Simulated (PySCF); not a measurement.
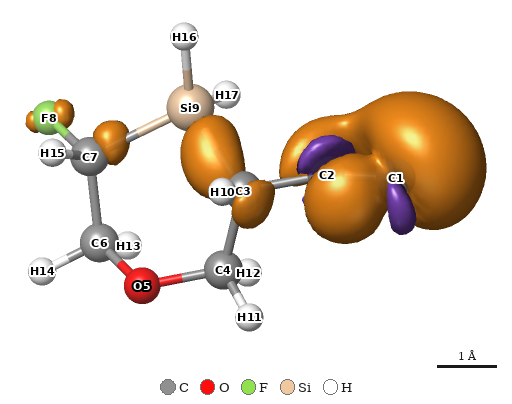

C6H8FOSi (doublet). Isosurfaces of the spin density (α minus β) at +0.015 (orange) and −0.015 e/Å³ (purple), seen at an oblique angle.

Geometry: GFN2-xTB.

Theory: UKS B3LYP, pcH-1 on C F H O Si, non-relativistic, mean-field spin-orbit, GIAO in PySCF 2.14.0, density-fitted response routines.

```xyz
17

C     3.7255    0.4208   -0.5663
C     2.5563    0.4552   -0.2773
C     1.2751    0.2045    0.3611
C     0.7962   -1.2353    0.1282
O    -0.4611   -1.4914    0.7117
C    -1.5515   -0.9221    0.0373
C    -1.6304    0.5952    0.2364
F    -2.7056    1.0822   -0.4907
Si   -0.0056    1.4468   -0.3538
H     1.3737    0.3616    1.4406
H     1.4849   -1.9376    0.6066
H     0.7702   -1.4536   -0.9495
H    -1.5048   -1.1386   -1.0409
H    -2.4416   -1.4061    0.4499
H    -1.8569    0.8149    1.2855
H     0.1503    2.7772    0.2284
H     0.0183    1.4383   -1.8169
```

### Where is the unpaired spin?

The unpaired spin (1 electron) lies mostly on C1 (about 0.7) and C2 (about 0.2), in electrons by Hirshfeld's partition.
